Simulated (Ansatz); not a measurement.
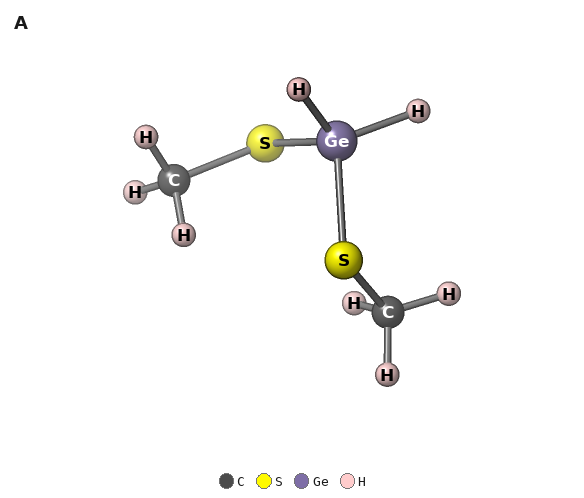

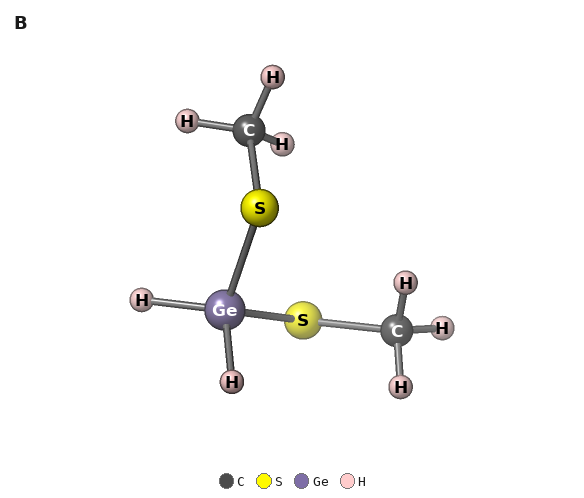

Depth is shown by fading: the farther an atom, the more it takes the colour of the background. Computed geometry: PBE0-D4/def2-TZVP optimisation.

Question: Can A be turned into B by a rotation alone?

Answer: Yes. They are the same structure, C2H8GeS2 (C[S][GeH2][S]C), seen from two directions: a rotation takes one into the other. The geometry is chiral (C2), so its mirror image would differ.
